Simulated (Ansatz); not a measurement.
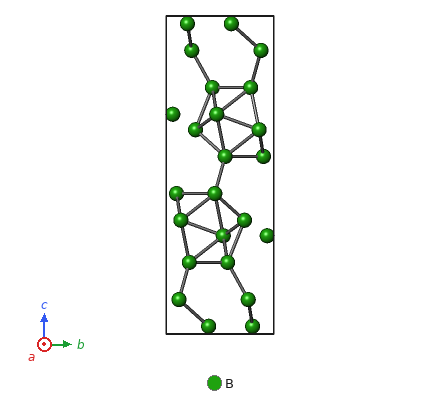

The structure, seen along [100]; the drawing may span several cells.

Given this structure, the end point of a relaxation with Ansatz 0.2.0, DFT LDA, scalar-relativistic, plane waves, PAW, written in its standard cell:

```
CELL_PARAMETERS angstrom
4.84035 0.00000 0.00000
-2.42018 4.19187 0.00000
0.00000 0.00000 12.39511
ATOMIC_POSITIONS crystal
B 0.11874 0.88126 0.89175
B 0.11874 0.23748 0.89175
B 0.76252 0.88126 0.89175
B 0.21459 0.78541 0.77491
B 0.21459 0.42918 0.77491
B 0.57082 0.78541 0.77491
B 0.53050 0.46950 0.69101
B 0.53050 0.06100 0.69101
B 0.93900 0.46950 0.69101
B 0.80283 0.19717 0.97566
B 0.80283 0.60566 0.97566
B 0.39434 0.19717 0.97566
B 0.78541 0.21459 0.22509
B 0.78541 0.57082 0.22509
B 0.42918 0.21459 0.22509
B 0.88126 0.11874 0.10825
B 0.88126 0.76252 0.10825
B 0.23748 0.11874 0.10825
B 0.19717 0.80283 0.02434
B 0.19717 0.39434 0.02434
B 0.60566 0.80283 0.02434
B 0.46950 0.53050 0.30899
B 0.46950 0.93900 0.30899
B 0.06100 0.53050 0.30899
B 0.45207 0.54793 0.55842
B 0.45207 0.90415 0.55842
B 0.09585 0.54793 0.55842
B 0.54793 0.45207 0.44158
B 0.54793 0.09585 0.44158
B 0.90415 0.45207 0.44158
B 0.86384 0.13616 0.35768
B 0.86384 0.72767 0.35768
B 0.27233 0.13616 0.35768
B 0.13616 0.86384 0.64232
B 0.13616 0.27233 0.64232
B 0.72767 0.86384 0.64232
```

What does the kinematic electron diffraction pattern along [100] look like at 200 kV (B = 0.5 Å²)?

Answer. The spots form an oblique net whose two shortest vectors correspond to d = 4.13 Å and 3.97 Å, 71.3° apart. They are 0 0 3 and 0 -1 1. The pattern has symmetry 2. The lattice centring (R) removes all reflections that break −h + k + l = 3n; reflections such as 0 0 6 are allowed but too weak to see at this display level.

Strongest reflections with d > 1.22 Å, one of each family (|F|² from tabulated Gaussian fits of the electron scattering factors, times a small damping for the curvature of the Ewald sphere):

```json
{"hkl": "0 2 1", "d (Å)": "2.067", "I (strongest = 100)": "100"}
{"hkl": "0 1 -4", "d (Å)": "2.492", "I (strongest = 100)": "92"}
{"hkl": "0 0 3", "d (Å)": "4.132", "I (strongest = 100)": "84"}
{"hkl": "0 1 -1", "d (Å)": "3.971", "I (strongest = 100)": "55"}
{"hkl": "0 2 -8", "d (Å)": "1.246", "I (strongest = 100)": "47"}
{"hkl": "0 0 9", "d (Å)": "1.377", "I (strongest = 100)": "43"}
```

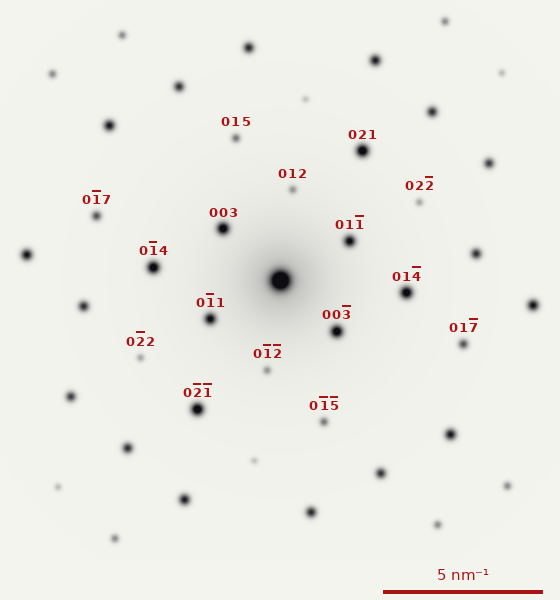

Calculated pattern, seen from the source side with [100] pointing towards the source.
